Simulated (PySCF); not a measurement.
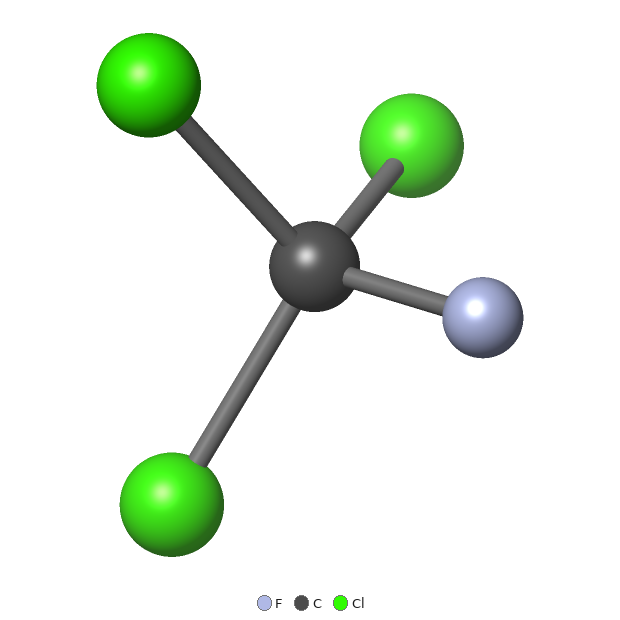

A ball-and-stick model of a molecule. Every bond is drawn as one stick, whatever its order.

Describe the molecule.

Formula CCl3F. SMILES: `FC(Cl)(Cl)Cl`. Among its groups: C–F bond, C–Cl bond. This geometry has C3v symmetry. Coordination: 1 C tetrahedral.

More results for the same structure follow; atom numbers are the same in all pictures, views and colours differ. Computed geometry: PBE0-D3(BJ)/def2-TZVP optimisation. No frequency run is at hand to confirm it as a minimum.

## Geometry

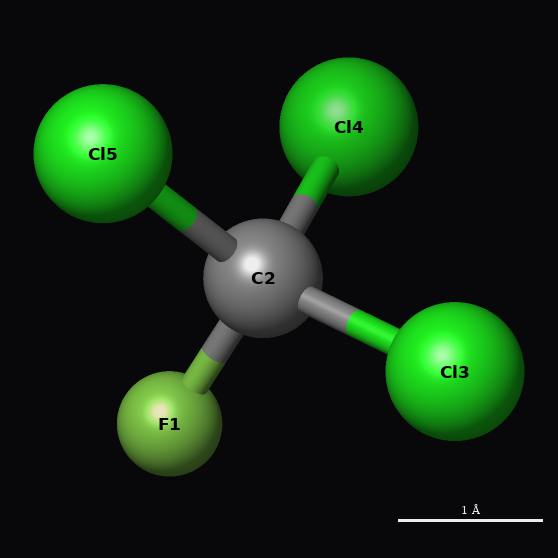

No frequency run is at hand to confirm it as a minimum.

Estimate the angles F1–C2–Cl3, Cl3–C2–Cl4.

```tsv
angle	degrees
F1–C2–Cl3	108.5
Cl3–C2–Cl4	110.4
```

## Core levels

No frequency run is at hand to confirm it as a minimum. Properties computed with delta-SCF UKS SCAN, pcX-3 on the ionised atom, pcseg-2 elsewhere, spin-free X2C (PySCF 2.14.0).

Give the core-electron binding energies (to vacuum; p and d levels without spin–orbit splitting) of F1 1s, C2 1s, Cl3 1s, Cl3 2p.

| atom | level | binding energy (eV) |
| --- | --- | --- |
| F1 | 1s | 694.2 |
| C2 | 1s | 297.8 |
| Cl3 | 1s | 2829.8 |
| Cl3 | 2p | 207.7 |

## NMR shielding

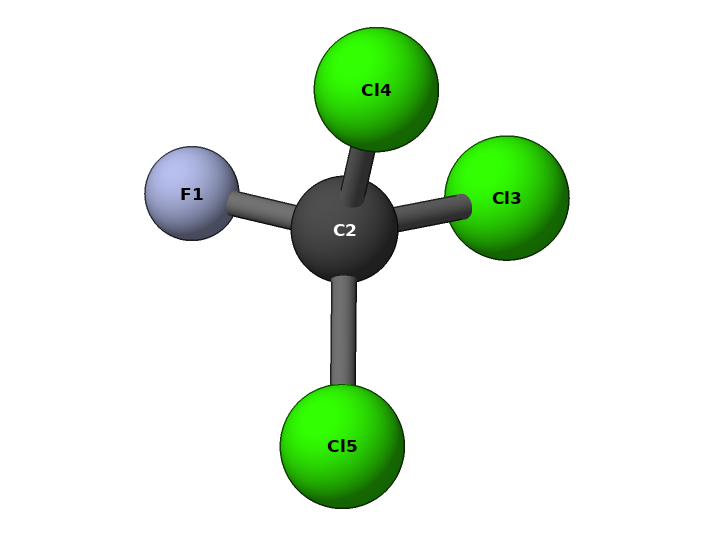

No frequency run is at hand to confirm it as a minimum. Properties computed with GIAO B97-2/pcSseg-2 NMR shielding, non-relativistic, gas phase (PySCF 2.14.0). Principal shieldings σ11 ≤ σ22 ≤ σ33, span Ω = σ33 − σ11, skew κ = 3(σiso − σ22)/Ω.

Give the shielding tensors of the C atoms.

```csv
atom,σ11,σ22,σ33,σiso,Ω,κ
C2,34.8,34.8,41.9,37.2,7.1,0.98
```

Shieldings and span in ppm.

## Levels of theory compared

No frequency run is at hand to confirm it as a minimum. Program: PySCF 2.14.0.

Tabulate HOMO–LUMO gap (eV), dipole (D) at these levels: B97-2/pcSseg-2; CAM-B3LYP/aug-cc-pVTZ; KT3/pcSseg-2; PBE0/aug-cc-pVTZ; PBE0/pcSseg-2; WP04/pcSseg-2 in chloroform (IEF-PCM); ωB97X-D/aug-cc-pVTZ; ωB97X-D/pcSseg-2; ωB97X-D/pcSseg-2 in chloroform (IEF-PCM).

```json
{"level": "B97-2/pcSseg-2", "HOMO–LUMO gap (eV)": "7.63", "dipole (D)": "0.37"}
{"level": "CAM-B3LYP/aug-cc-pVTZ", "HOMO–LUMO gap (eV)": "10.37", "dipole (D)": "0.42"}
{"level": "KT3/pcSseg-2", "HOMO–LUMO gap (eV)": "5.43", "dipole (D)": "0.32"}
{"level": "PBE0/aug-cc-pVTZ", "HOMO–LUMO gap (eV)": "7.85", "dipole (D)": "0.36"}
{"level": "PBE0/pcSseg-2", "HOMO–LUMO gap (eV)": "7.99", "dipole (D)": "0.38"}
{"level": "WP04/pcSseg-2 in chloroform (IEF-PCM)", "HOMO–LUMO gap (eV)": "6.73", "dipole (D)": "0.56"}
{"level": "ωB97X-D/aug-cc-pVTZ", "HOMO–LUMO gap (eV)": "11.55", "dipole (D)": "0.35"}
{"level": "ωB97X-D/pcSseg-2", "HOMO–LUMO gap (eV)": "11.73", "dipole (D)": "0.37"}
{"level": "ωB97X-D/pcSseg-2 in chloroform (IEF-PCM)", "HOMO–LUMO gap (eV)": "11.76", "dipole (D)": "0.42"}
```

## Polarisability

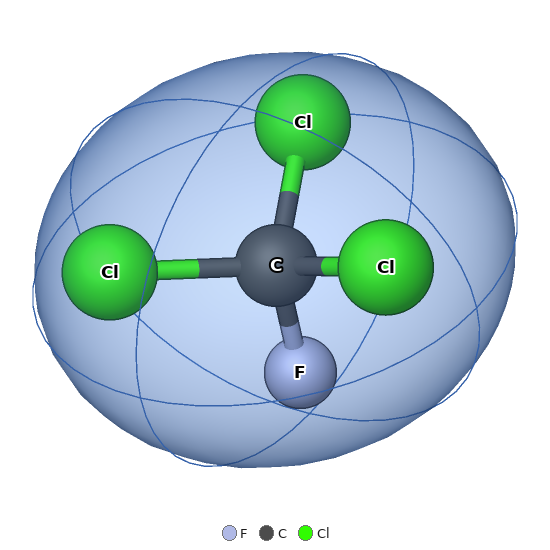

The ellipsoid shows the static dipole polarisability: its half-axes are proportional to the principal values. No frequency run is at hand to confirm it as a minimum. Level of theory: ωB97X-D/aug-cc-pVTZ (PySCF 2.14.0).

> Give the principal values, the mean and the anisotropy.

Principal values 47.4, 61.3, 61.3 bohr³; mean 56.7 bohr³ (8.40 Å³); anisotropy 13.9 bohr³, so the longest axis is 1.29 times the shortest.
